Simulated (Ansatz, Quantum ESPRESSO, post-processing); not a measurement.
# Screening and band shifts of Ti2CO2 MXene, 1 layer, part 5 of 6

Aim: how Ti2CO2 MXene, 1 layer screens a field along its normal, and what the field does to its bands.

Quantum ESPRESSO 7.5; plane-wave DFT, LDA, GBRV ultrasoft pseudopotentials; geometry and cross-check by Ansatz 0.2.0 with PAW datasets.

So far. Step 11 (Ground state: field 0.3 V/Å): The dipole goes from 0.0000 to 0.0716 e Å, 0.2385 e Å per V/Å. Step 12 (Potential by pp.x): The slope in the vacuum is 0.300 eV/Å for an applied 0.30 V/Å, as it should be.

## (13) Bands along a path: field 0.3 V/Å

File f3.bands.in:

```
&control
  prefix = 'f3.bands'
  outdir = './out'
  pseudo_dir = './pseudo'
  calculation = 'bands'
  tefield = .true.
  dipfield = .true.
/
&system
  ibrav = 0
  nat = 5
  ntyp = 3
  ecutwfc = 40
  ecutrho = 200
  occupations = 'smearing'
  smearing = 'fd'
  degauss = 0.004
  edir = 3
  emaxpos = 0.97
  eopreg = 0.04
  eamp = 0.00583407
  nbnd = 26
/
&electrons
  conv_thr = 1e-07
  mixing_beta = 0.4
  electron_maxstep = 120
  mixing_mode = 'local-TF'
/
ATOMIC_SPECIES
  O   15.9990  o_lda_v1.2.uspp.F.UPF
  Ti  47.8670  ti_lda_v1.4.uspp.F.UPF
  C   12.0110  c_lda_v1.2.uspp.F.UPF
CELL_PARAMETERS angstrom
  3.02910534492148 0.00000000000000 -0.00000000000000
  -1.51455267246074 2.62328217944123 -0.00000000000000
  -0.00000000000000 -0.00000000000000 21.64306022550000
ATOMIC_POSITIONS crystal
  O   0.333333333333 0.666666666667 0.397718944039
  Ti  0.666666666667 0.333333333333 0.439608950155
  C   -0.000000000000 -0.000000000000 0.499999988805
  Ti  0.333333333333 0.666666666667 0.560391051729
  O   0.666666666667 0.333333333333 0.602281065271
K_POINTS crystal_b
4
  0.0000000000 0.0000000000 0.0000000000 14
  0.5000000000 0.0000000000 0.0000000000 14
  0.3333333333 0.3333333333 0.0000000000 14
  0.0000000000 0.0000000000 0.0000000000 1
```

Launch:

```console
$ cp -r out/f3.save out/f3.bands.save
$ cp out/f3.xml out/f3.bands.xml
$ OMP_NUM_THREADS=1 mpirun -n 4 pw.x -nk 4 -in f3.bands.in > f3.bands.out
```

Numbers of over 12 decimals in the logs are rounded to 6 here.

The program printed:

```text
[banner, memory and clock lines left out]
Program PWSCF v.7.5 starts
[citation notice left out]

[...]
bravais-lattice index     =            0
     lattice parameter (alat)  =       5.7242  a.u.
     unit-cell volume          =    1160.5789 (a.u.)^3
     number of atoms/cell      =            5
     number of atomic types    =            3
     number of electrons       =        40.00
     number of Kohn-Sham states=           26
     kinetic-energy cutoff     =      40.0000  Ry
     charge density cutoff     =     200.0000  Ry
     Exchange-correlation= SLA  PZ   NOGX NOGC
                           (   1   1   0   0   0   0   0)

[...]
PseudoPot. # 1 for O  read from file:
     ./pseudo/o_lda_v1.2.uspp.F.UPF
     Pseudo is Ultrasoft + core correction, Zval =  6.0
     Generated by new atomic code, or converted to UPF format
     Using radial grid of  737 points,  5 beta functions with:
                l(1) =   0
                l(2) =   0
                l(3) =   1
                l(4) =   1
                l(5) =   2
     Q(r) pseudized with  8 coefficients,  rinner =    0.900   0.900   0.900
                                                       0.900   0.900

     PseudoPot. # 2 for Ti read from file:
     ./pseudo/ti_lda_v1.4.uspp.F.UPF
     Pseudo is Ultrasoft + core correction, Zval = 12.0
     Generated by new atomic code, or converted to UPF format
     Using radial grid of  851 points,  6 beta functions with:
                l(1) =   0
                l(2) =   0
                l(3) =   1
                l(4) =   1
                l(5) =   2
                l(6) =   2
     Q(r) pseudized with  6 coefficients,  rinner =    1.000   1.000   1.000
                                                       1.000   1.000

     PseudoPot. # 3 for C  read from file:
     ./pseudo/c_lda_v1.2.uspp.F.UPF
     Pseudo is Ultrasoft + core correction, Zval =  4.0
     Generated by new atomic code, or converted to UPF format
     Using radial grid of  721 points,  4 beta functions with:
                l(1) =   0
                l(2) =   0
                l(3) =   1
                l(4) =   1
     Q(r) pseudized with  8 coefficients,  rinner =    1.100   1.100   1.100

     atomic species   valence    mass     pseudopotential
     O                 6.00    15.99900     O ( 1.00)
     Ti               12.00    47.86700     Ti( 1.00)
     C                 4.00    12.01100     C ( 1.00)

     No symmetry found

[...]
number of k points=    43  Fermi-Dirac smearing, width (Ry)=  0.0040
[...]
Dense  grid:    55355 G-vectors     FFT dimensions: (  25,  25, 192)

     Smooth grid:    39801 G-vectors     FFT dimensions: (  24,  24, 180)

     Check: negative core charge=   -0.000003

     The potential is recalculated from file :
     ./out/f3.bands.save/charge-density

     negative rho (up, down):  3.868E-03 0.000E+00

     Adding external electric field

     Computed dipole along edir(3) :
        Dipole                0.1352 Ry au,          0.3437 Debye
        Dipole field          0.0015 Ry au,

        E field amplitude [Ha a.u.]:  5.8341E-03
        Potential amp.        0.3432 Ry
        Total length         39.2635 bohr

     Starting wfcs are   32 randomized atomic wfcs

     Band Structure Calculation
     Davidson diagonalization with overlap

     ethr =  2.50E-10,  avg # of iterations = 28.4

     End of band structure calculation

          k = 0.0000 0.0000 0.0000 (  4919 PWs)   bands (ev):

   -57.7302 -57.6896 -34.3972 -34.1960 -34.0941 -34.0941 -34.0596 -34.0596
   -19.1910 -19.0651 -11.4824  -6.5216  -5.6818  -5.6818  -5.3251  -5.3251
    -5.1362  -1.7505  -0.6257  -0.6257  -0.0503  -0.0503   0.7638   0.7638
     0.8634   2.2091

          k = 0.0357 0.0206 0.0000 (  4934 PWs)   bands (ev):

   -57.7294 -57.6888 -34.3953 -34.1968 -34.0994 -34.0955 -34.0658 -34.0608
   -19.1828 -19.0581 -11.4764  -6.5064  -5.7066  -5.6712  -5.3565  -5.3184
    -5.0967  -1.7223  -0.8300  -0.7661   0.0595   0.0913   0.6849   0.7670
     0.9796   2.1970

[...]
```

Run time: 15 s. Hardware: 4 MPI ranks of Arm Neoverse V2, shared host; peak memory 0.31 GiB.

This step gave:

- valence top, on the run's zero: -0.6257 eV
- conduction bottom, on the run's zero: -0.3528 eV
- gap by band count: 0.2728 eV

Band numbers count within the set of bands kept for display. Electronic bands along the path, in eV, zero at the highest filled level of the SCF mesh; v1 is the highest filled band, c1 the lowest empty one:

```csv
point,v4,v3,v2,v1,c1,c2,c3,c4
Γ,-4.51,-1.12,0.00,0.00,0.58,0.58,1.39,1.39
M,-4.07,-3.52,-1.86,-1.53,0.27,1.51,2.11,2.13
K,-4.10,-3.12,-2.84,-2.79,1.09,1.47,1.52,2.32
Γ,-4.51,-1.12,0.00,0.00,0.58,0.58,1.39,1.39
```

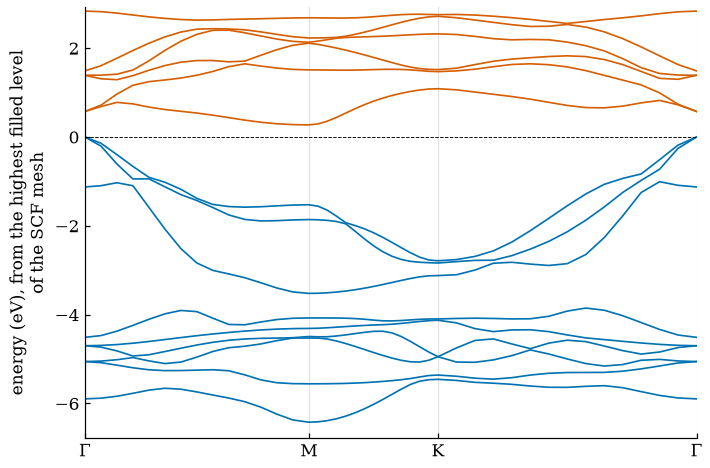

Electronic bands along the path; lines of filled and empty bands in two colours.

Upper empty bands that drop with the field can be states of the vacuum, held by the sawtooth; they depend on the cell's width.

Along this path the valence top lies at Γ and the conduction bottom at M.

## (14) Density by pp.x

The density shows how far the electrons spill into the vacuum.

File f0.rho.in:

```
&inputpp
  prefix = 'f0'
  outdir = './out'
  filplot = 'f0.rho.dat'
  plot_num = 0
/
```

Launch:

```console
$ OMP_NUM_THREADS=1 mpirun -n 4 pp.x -in f0.rho.in > f0.rho.out
```

The program printed:

```text
[banner, memory and clock lines left out]
Program POST-PROC v.7.5 starts

          URL

     ./out/f0.save/

     IMPORTANT: XC functional enforced from input :
     Exchange-correlation= PZ
                           (   1   1   0   0   0   0   0)
     Any further DFT definition will be discarded
     Please, verify this is what you really want

     Check: negative core charge=   -0.000003

     negative rho (up, down):  3.871E-03 0.000E+00

     Adding external electric field

     Computed dipole along edir(3) :
        Dipole                0.0000 Ry au,          0.0001 Debye
        Dipole field          0.0000 Ry au,

        Potential amp.       -0.0000 Ry
        Total length         39.2635 bohr

     Calling punch_plot, plot_num =   0
     Writing data to file  f0.rho.dat
     Message from routine chdens:
     namelist plot not found or invalid, exiting
```

The job ended after 0.89 s (4 MPI ranks; peak memory 0.1 GiB).

Read from the output:

```
electrons by integration : 40.00 e
```

Mean over planes. Valence density, planar mean against z:

```csv
z (Å),"valence density, planar mean (e/Å³)"
4,0
6,1.5e-4
8,0.242
10,0.772
12,1.34
14,0.0638
16,5.1e-5
```

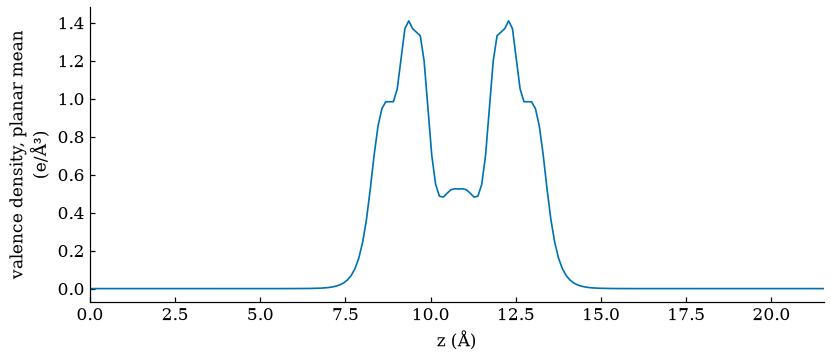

Valence density, planar mean against z.

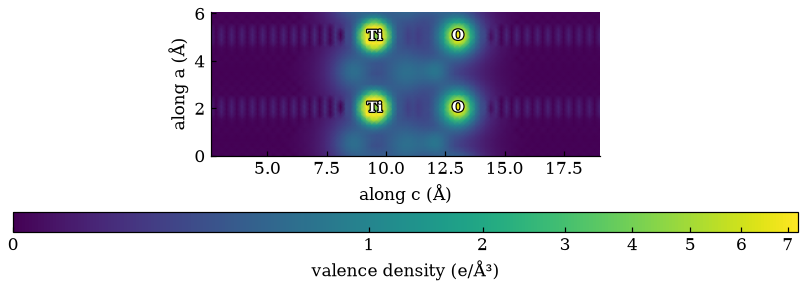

Valence density in the ca plane at fractional y = 0.333, with atoms of Ti and O within 0.2 Å of it. It is the smooth field of the valence electrons, not physical close to the nuclei. The colour scale is stretched toward low values. The far vacuum is left out of the map.

The density integrates to 40.000 electrons, as the 40 of the input ask.

## (15) Density by pp.x

File f2.rho.in:

```
&inputpp
  prefix = 'f2'
  outdir = './out'
  filplot = 'f2.rho.dat'
  plot_num = 0
/
```

Launch:

```console
$ OMP_NUM_THREADS=1 mpirun -n 4 pp.x -in f2.rho.in > f2.rho.out
```

It took 0.89 s on 4 MPI ranks; peak memory 0.1 GiB; 3.2 s of CPU time.

## (16) Charge moved by a field of 0.2 V/Å

Numbers from this step:

```
largest charge moved across a plane : 0.001088 e/Å²
dipole step                         : -1.085 eV
```

The planar mean oscillates, so the rows of the table below give means over windows of 2 Å about each position, cut where the curve ends. Its maxima inside the range that stand out by 2 % of the span (Å: e/Å³): 8.0: 7.6e-4, 8.8: 3.6e-4, 10.0: 1.2e-4, 12.1: 5.2e-5, 13.1: -3.0e-4. Its minima: 8.6: 3.0e-4, 9.6: -4.9e-5, 11.5: -1.2e-4, 12.9: -3.6e-4, 13.6: -7.6e-4.

Table of planar mean by z; means over each step:

| z (Å) | planar mean (e/Å³) |
| --- | --- |
| 2 | 1.9e-9 |
| 4 | 2.3e-7 |
| 6 | 3.8e-5 |
| 8 | 4.6e-4 |
| 10 | 4.9e-5 |
| 12 | -1.1e-4 |
| 14 | -4.2e-4 |
| 16 | -1.4e-5 |
| 18 | -6.7e-8 |

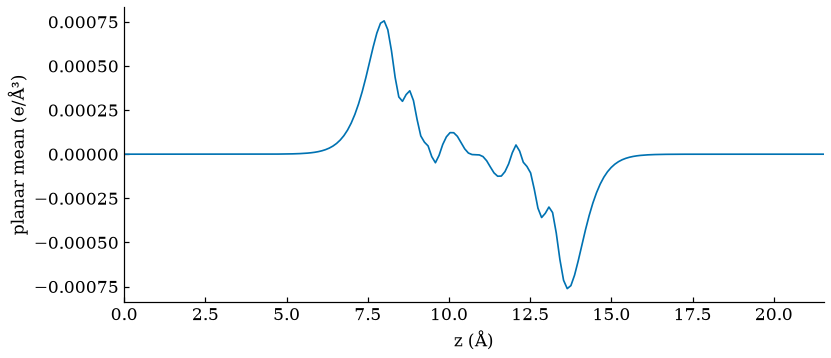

Planar mean against z.

Table of running integral, electrons below z by z:

```
z (Å)  running integral, electrons below z (e/Å²)
    4                                      4.6e-8
    6                                      6.9e-6
    8                                      6.0e-4
   10                                     0.00105
   12                                     0.00102
   14                                      2.7e-4
   16                                      1.7e-6
   18                                      8.4e-9
```

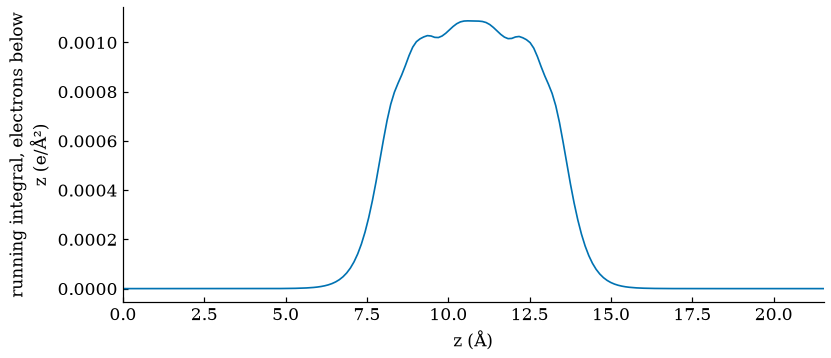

Running integral, electrons below z, plotted against z.

## (17) Polarisability from the dipole between 0 and 0.1 V/A

This step gave:

* change of slope in the vacuum: 0.10000 eV/Å
* polarisability a cell: 3.430 Å³
* sheet polarisability 4πα/A: 5.424 Å

Table of change of the potential energy, second field less first by z:

| z (Å) | change of the potential energy, second field less first (eV) |
| --- | --- |
| 0 | -0.405 |
| 1 | -0.710 |
| 2 | -0.610 |
| 3 | -0.510 |
| 4 | -0.410 |
| 5 | -0.310 |
| 6 | -0.210 |
| 7 | -0.113 |
| 8 | -0.0362 |
| 9 | -0.00984 |
| 10 | -0.00224 |
| 11 | 2.9e-4 |
| 12 | 0.00510 |
| 13 | 0.0161 |
| 14 | 0.0594 |
| 15 | 0.148 |
| 16 | 0.247 |
| 17 | 0.347 |
| 18 | 0.447 |
| 19 | 0.547 |
| 20 | 0.647 |
| 21 | 0.700 |

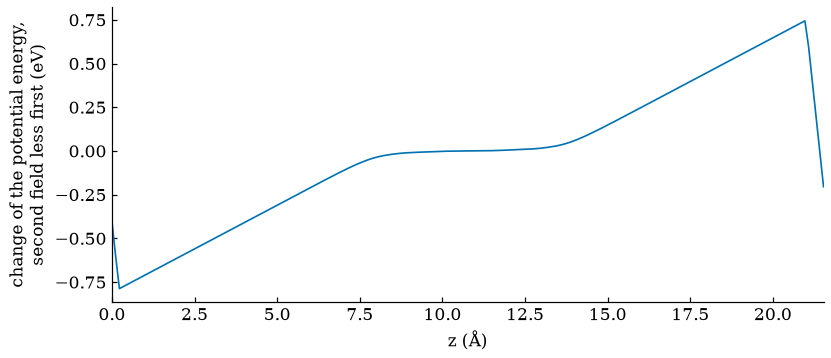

Change of the potential energy, second field less first against z.

## (18) Dipole against field

The dipole along the normal, dipole moment by applied field:

```
applied field (V/Å)  dipole along the normal, dipole moment (e·Å)
              0.000                                        2.1e-5
              0.100                                        0.0238
              0.200                                        0.0477
              0.300                                        0.0716
```

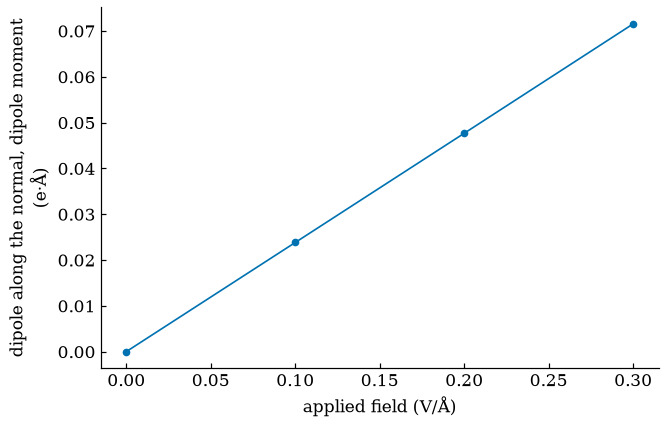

Dipole along the normal, dipole moment, plotted against applied field.

## (19) The same in Ansatz: field 0.1 V/Å

As a check, the same structure is run in Ansatz.

Level of this step: plane-wave DFT, PBE, Ansatz PAW (Ansatz 0.2.0).

File input.yaml:

```yaml
crystal:
  lattice:
    - [3.0291053449, 0.0, 0.0]
    - [-1.5145526725, 2.6232821794, 0.0]
    - [0.0, 0.0, 21.6430602255]
  atoms:
    - { symbol: O, position: [0.3333333333, 0.6666666667, 0.397718944] }
    - { symbol: Ti, position: [0.6666666667, 0.3333333333, 0.4396089502] }
    - { symbol: C, position: [0.0, 0.0, 0.4999999888] }
    - { symbol: Ti, position: [0.3333333333, 0.6666666667, 0.5603910517] }
    - { symbol: O, position: [0.6666666667, 0.3333333333, 0.6022810653] }
kpoints:
  mp_grid: { grid: [12, 12, 1] }
hamiltonian:
  xc: pbe
scf:
  occupations: { method: fermi_dirac, width: 0.054 }
  convergence: { dr2_threshold: 1.0e-09 }
efield:
  axis: 3
  dipole_correction: true
  ramp_position: 0.97
  ramp_width: 0.04
  amplitude: 0.1
output:
  write_potential: true
  write_density: true
  volumetric_format: npy
```

Launch:

```console
$ ansatz run input.yaml --threads 4 --pin off --max-ram 8192MiB --backend cpu --events-out ev --progress --plain --runs-dir out
```

The program printed:

```text
[...]
Crystal: 5 atoms, lattice volume = 171.980 Å³
Basis set: ecut = 420 eV, 3313 PW (Γ)
Bands: 25, of which v1, the nominal top of the filled ones, is band 20 counted from 1 (19 counted from 0)
Symmetry: 6 space group operations
k-points: 19 of 144 (time reversal used)
[...]
SCF iter   1: F=—  HF=-6397.677335 eV  |F-HF|=—  |Δ(HF+E_count)|=         —  Δρ=1.22e-1  dr2=3.09e1  ethr=3.10e-3  p=0.028 e·Å  D=2.99e-2 V/Å  ΔV_dip=-0.65 eV  dr2_dipole=3.09e-4  V_vac-E_F(+/−)=10.26/8.96 eV  ⟨swp⟩=7.5  Hψ=2420  notcnv=0
[...]
SCF iter  14: F=-6390.421916 eV  HF=-6390.421916 eV  |F-HF|=5.29e-10  |Δ(HF+E_count)|=   2.06e-9  Δρ=4.21e-7  dr2=1.74e-10  ethr=2.50e-12  p=0.024 e·Å  D=2.51e-2 V/Å  ΔV_dip=-0.54 eV  dr2_dipole=1.24e-12  V_vac-E_F(+/−)=6.35/4.95 eV  ⟨swp⟩=5.4  Hψ=1883  notcnv=0
SCF 1 converged in 14 iterations: F = -6390.421916 eV  dr2 = 1.74e-10
[...]
SCF converged after 14 iterations
Free energy (F): -6390.421916 eV
[...]
Internal energy: -6390.420832 eV  (E = F + TS)
E sigma→0 (E₀):  -6390.421374 eV
Entropy (-TS):   -0.001084 eV (-0.217 meV/atom)
Fermi energy:    -0.179341 eV
Dipole field:    D = 0.025072 V/Å  (p = 0.023829 e·Å, saw-weighted, corrected)
Work function:   not extracted (applied field tilts the vacuum); planar V_es + V_field profile in the machine report
[...]
--- Band table (eV; the first three rows and the last of 19) ---
  k-point 0: bands = [... 16 lower, -4.7802, -1.4302, -0.3109, -0.3109, 0.3293, 0.3293, 1.1392, 1.1392, ... 1 higher]
  k-point 1: bands = [... 16 lower, -4.6078, -1.3161, -1.0537, -0.7787, 0.5250, 0.7853, 1.0487, 1.1757, ... 1 higher]
  k-point 2: bands = [... 16 lower, -4.3076, -2.2081, -1.3428, -1.2944, 0.3810, 1.0229, 1.3116, 1.5992, ... 1 higher]
  k-point 18: bands = [... 16 lower, -4.3904, -3.4344, -3.1367, -3.1197, 0.8321, 1.2456, 1.2607, 2.0543, ... 1 higher]
```

Run time: 3.9 s. Hardware: 4 threads; peak memory 0.45 GiB.

This step gave:

- free energy: -6390.4219 eV
- energy at zero smearing: -6390.4214 eV
- smearing term TS: 0.001084 eV
- Fermi energy: -0.1793 eV
- gap by band count: 0.3342 eV
- dipole along the normal: 0.02383 e·Å

At 0.1 V/Å Ansatz's dipole is 0.0238 e Å against 0.0238 from pw.x, under another functional.

## (20) Cross-check with Ansatz: field -0.1 V/Å

input.yaml is the input of step 19 with these lines changed:

```diff
@@ -23,3 +23,3 @@
   ramp_width: 0.04
-  amplitude: 0.1
+  amplitude: -0.1
 output:
```

The program printed:

```text
[...]
Crystal: 5 atoms, lattice volume = 171.980 Å³
Basis set: ecut = 420 eV, 3313 PW (Γ)
Bands: 25, of which v1, the nominal top of the filled ones, is band 20 counted from 1 (19 counted from 0)
Symmetry: 6 space group operations
k-points: 19 of 144 (time reversal used)
[...]
k-point 0: bands = [... 16 lower, -4.8126, -1.4627, -0.3433, -0.3433, 0.2969, 0.2969, 1.1067, 1.1067, ... 1 higher]
  k-point 1: bands = [... 16 lower, -4.6402, -1.3485, -1.0861, -0.8111, 0.4926, 0.7529, 1.0163, 1.1432, ... 1 higher]
  k-point 2: bands = [... 16 lower, -4.3401, -2.2405, -1.3753, -1.3269, 0.3485, 0.9904, 1.2792, 1.5667, ... 1 higher]
  k-point 18: bands = [... 16 lower, -4.4229, -3.4669, -3.1692, -3.1522, 0.7996, 1.2131, 1.2282, 2.0219, ... 1 higher]
[key lines of the parts left out:]
SCF converged after 14 iterations
Free energy (F): -6390.421916 eV
Fermi energy:    -0.211778 eV
Dipole field:    D = -0.025070 V/Å  (p = -0.023827 e·Å, saw-weighted, corrected)
```

Wall time 3.9 s (4 threads); peak memory 0.45 GiB; 15 s of CPU time.

Numbers from this step:

- Fermi energy: -0.2118 eV
- dipole along the normal: -0.02383 e·Å

## (21) Dipole against field, Ansatz

Dipole along the normal, dipole moment against applied field:

```csv
applied field (V/Å),"dipole along the normal, dipole moment (e·Å)"
-0.1000,-0.0238
0.0000,-3.9e-6
0.1000,0.0238
```

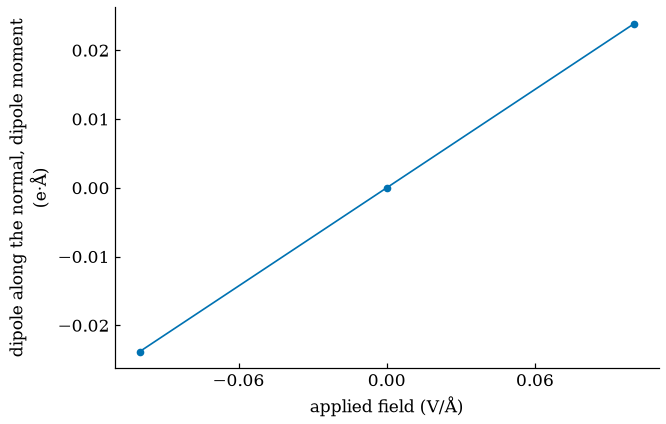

Dipole along the normal, dipole moment, plotted against applied field.

(Continued in part 6 of 6.)

[Logs are printed without paths, hosts, clocks, repeated set-up lines and the standing remarks that a program may print on its own settings, such as how far it seeks lower states.]

[Hosts, paths, dates, database ids (printed as entryN), source tags and the programs' standing remarks are cut or masked in the printed files.]

[Maps of the electrostatic potential energy from Ansatz leave out the sawtooth potential of an applied field or a dipole correction, so their vacuum need not be flat; planar profiles and work functions include it.]
